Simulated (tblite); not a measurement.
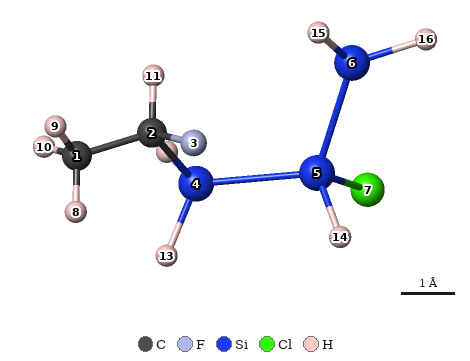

Figure 1. The structure (ball-and-stick view, seen at a tilt; atoms are numbered from 1 in the order of the input). Bond lengths as drawn: Cl–Si 2.08 Å, C–C 1.51 Å, C–F 1.40 Å, C–H 1.09 to 1.10 Å, C–Si 1.93 Å, H–Si 1.46 to 1.48 Å and Si–Si 2.29 to 2.33 Å.

## Run report: C$_{2}$H$_{9}$ClFSi$_{3}$, frequency calculation

C$_{2}$H$_{9}$ClFSi$_{3}$, multiplicity 2, computed with GFN2-xTB harmonic vibrations, gas phase (tblite 0.8.0).

It belongs to a series of runs on one base structure; here: H removed from Si.

## Input file
```
{"job": {"kind": "ir", "xc": "GFN2-xTB", "basis": "xTB"}, "charge": 0, "multiplicity": 2}
C     -2.674291    -0.057897     0.422918
C     -1.229374     0.198454     0.048575
F     -0.785072     1.340371     0.733151
Si    -0.023632    -1.241644     0.477292
Si     2.064916    -0.232763     0.666626
Si     2.501935     1.342031    -0.931196
Cl     3.483595    -1.724599     0.373869
H     -2.755234    -0.257814     1.488348
H     -3.299451     0.801103     0.184639
H     -3.035622    -0.922867    -0.125244
H     -1.164136     0.476086    -1.009752
H     -0.225004    -2.231236    -0.590407
H     -0.562653    -1.873708     1.691407
H      2.293113     0.058669     2.100445
H      1.563279     2.454072    -1.078365
H      3.840030     1.880688    -1.196232
```

The first line tells a small driver script what to run in tblite; the rest is the geometry in Å.

Command:
```bash
OMP_NUM_THREADS=1 python <driver script> task.json out
```

## What the program printed
```
mode    cm-1     km/mol
  1      24.3      1.77
  2      31.0      1.47
  3      55.6      0.61
  4     101.7      3.39
  5     113.9      2.73
  6     119.0      2.69
  7     146.7      5.98
  8     197.4      0.60
  9     240.2      8.74
 10     280.0      6.18
 11     358.7      2.56
 12     366.6     52.71
 13     375.5     12.56
 14     384.2     27.63
 15     419.0      8.51
 16     465.1     58.31
 17     504.4     74.73
 18     558.2    237.44
 19     570.8     54.71
 20     648.0    294.37
 21     664.3    159.78
 22     698.1    100.78
 23     783.5    475.60
 24     806.7    134.14
 25     894.3     26.57
 26     994.6     13.06
 27    1061.9     34.03
 28    1122.7      4.76
 29    1250.6      4.68
 30    1295.8      6.09
 31    1401.6      6.76
 32    1480.7      2.08
 33    1499.9      6.34
 34    2042.6    200.20
 35    2184.6    329.88
 36    2208.5    169.04
 37    2220.3    250.22
 38    2257.8    307.63
 39    2907.9     44.69
 40    3019.4     31.19
 41    3043.4     18.95
 42    3053.0     18.42
```

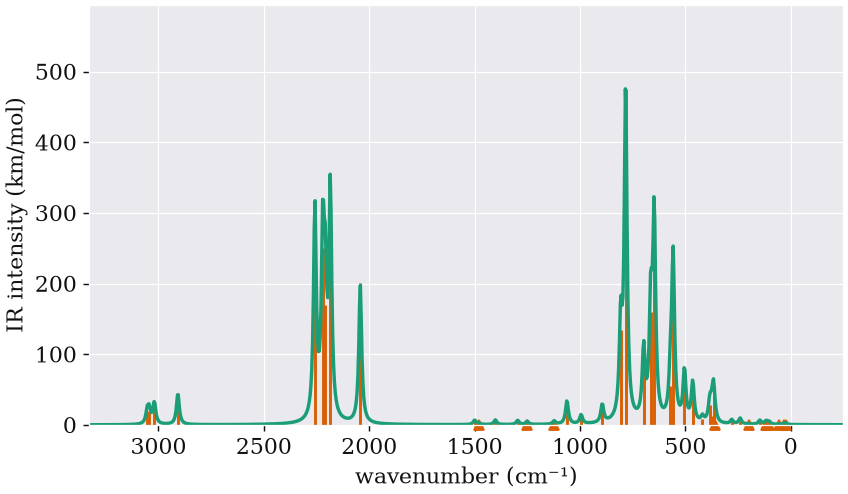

Figure 2. Harmonic infrared spectrum, unscaled: sticks (degenerate modes added up, dark ones marked on the axis) with a Lorentzian envelope of 16 cm⁻¹ full width, scaled to the tallest stick. 42 modes from 24 to 3053 cm⁻¹, none imaginary. The strongest line is at 784 cm⁻¹ (476 km/mol).

## Key numbers

| quantity | value |
| --- | --- |
| outcome | converged |
| total energy | −634.4739 eV |
| zero-point energy | 61.2610 kcal/mol |
| hardware | 1 CPU thread, shared host |
| wall time | 0.73 s |
| peak memory | 0.18 GiB |
